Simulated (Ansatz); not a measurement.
## In$_{2}$H$_{4}$O$_{2}$F$_{2}$ (charge +1): single-point calculation

In$_{2}$H$_{4}$O$_{2}$F$_{2}$, charge +1, multiplicity 2, computed with ROKS wPBEh/STO-3G (Ansatz 0.2.0).

The geometry comes from this level: PBE0-D4/def2-TZVP.

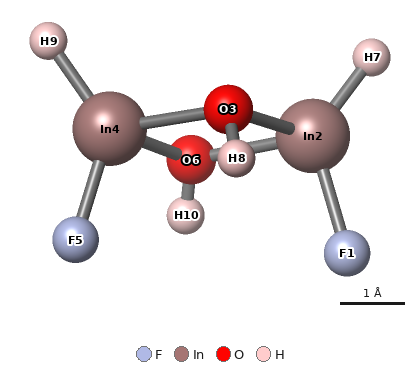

*The input geometry (ball-and-stick view, seen at a tilt; atoms are numbered from 1 in the order of the input). Sticks mark near contacts.*

Bond lengths as drawn: F–In 1.92 to 1.98 Å, H–In 1.64 to 1.71 Å, H–O 0.93 to 1.05 Å and In–O 2.11 to 2.17 Å.

## Key numbers

| quantity | value |
| --- | --- |
| outcome | converged |
| total energy | −318814.9736 eV |
| ⟨S²⟩ | 0.750 |
| SCF solution under orbital rotations | stable |
| hardware | 4 threads of Arm Neoverse V2, 23 GiB of memory available, shared host |
| wall time | 36 s (CPU time 2.3 min) |
| peak memory | 0.53 GiB |

## Input
```yaml
crystal:
  periodic: [false, false, false]
  atoms:
    - {symbol: F, position_ang: [-0.030362, -1.429503, -2.302053]}
    - {symbol: In, position_ang: [1.151948, -0.956224, -0.787450]}
    - {symbol: O, position_ang: [-0.225608, -1.071326, 0.865055]}
    - {symbol: In, position_ang: [-0.700313, 0.966042, 1.149086]}
    - {symbol: F, position_ang: [-2.388930, 1.214145, 0.279980]}
    - {symbol: O, position_ang: [0.623909, 1.134129, -0.544725]}
    - {symbol: H, position_ang: [2.682581, -1.452968, -0.494622]}
    - {symbol: H, position_ang: [-1.097364, -1.538898, 0.503838]}
    - {symbol: H, position_ang: [-0.134699, 1.679511, 2.595407]}
    - {symbol: H, position_ang: [0.203870, 1.480041, -1.297977]}
basis:
  gaussian: {orbitals: STO-3G}
total_charge: 1
magnetization: {spin_polarized: false, initial_magnetization: 1}
hamiltonian: {xc: {name: wPBEh}}
scf: {lower_state_search: full}
```

Launch command:
```bash
ansatz run in.yaml --threads 4 --pin off --events-out ev --progress --plain --max-ram 11315MiB
```

## The program's output
```
Functional definition: wPBEh
  name "wPBEh"
  cite "Heyd, Scuseria & Ernzerhof, J. Chem. Phys. 118, 8207 (2003) doi:10.1063/1.1564060"
  cite "Krukau, Vydrov, Izmaylov & Scuseria, J. Chem. Phys. 125, 224106 (2006) doi:10.1063/1.2404663"
  cite "Heyd & Scuseria, J. Chem. Phys. 120, 7274 (2004) doi:10.1063/1.1668634"
  cite "Ernzerhof & Perdew, J. Chem. Phys. 109, 3313 (1998) doi:10.1063/1.476928"
  cite "Perdew, Burke & Ernzerhof, Phys. Rev. Lett. 77, 3865 (1996) doi:10.1103/PhysRevLett.77.3865"
  parent pbe
  parameter a = 0.25
  parameter omega = 0.11/bohr
  exchange = wpbe_x - a*pbe_x_sr(omega) + a*exact_x_sr(omega)
  correlation = pbe_c
1093 factors; integrals over basis functions are off by at most 1.1e-4 eV
95 factors; integrals over basis functions are off by at most 1.9e-7 eV
mean field evaluation 1: about -318802.0546 eV, gradient 4.8e1 eV
mean field evaluation 2: about -318801.9913 eV, gradient 4.7e1 eV
mean field evaluation 4: about -318802.7494 eV, gradient 5.8e1 eV
mean field evaluation 8: about -318814.2061 eV, gradient 1.1e1 eV
mean field evaluation 16: about -318814.9730 eV, gradient 1.4e-1 eV
mean field evaluation 32: about -318672.0581 eV, gradient 1.9e2 eV
mean field evaluation 64: about -318814.7528 eV, gradient 1.6e-1 eV
mean field evaluation 96: about -318657.4459 eV, gradient 1.9e2 eV
mean field evaluation 128: about -318676.8488 eV, gradient 1.6e2 eV
mean field evaluation 160: about -318657.5127 eV, gradient 1.7e2 eV
mean field evaluation 192: about -318685.7174 eV, gradient 1.6e2 eV
mean field evaluation 224: about -318660.6763 eV, gradient 1.7e2 eV
mean field evaluation 256: about -318814.8483 eV, gradient 5.2e0 eV
mean field evaluation 288: about -318812.6429 eV, gradient 1.9e1 eV
mean field evaluation 320: about -318810.4437 eV, gradient 2.7e1 eV
mean field -318814.97360996 eV, -11716.2341796154 hartree, gradient 4.0e-6 eV, S^2 0.750000; 18 other end points of the search recorded, 0 dependent functions left out
reference -318814.97363490 eV, -11716.2341805320 hartree; 68, 67 occupied and 10, 11 virtual orbitals, 1093 factors
Total energy: -318814.97363490 eV, -11716.2341805320 hartree
```
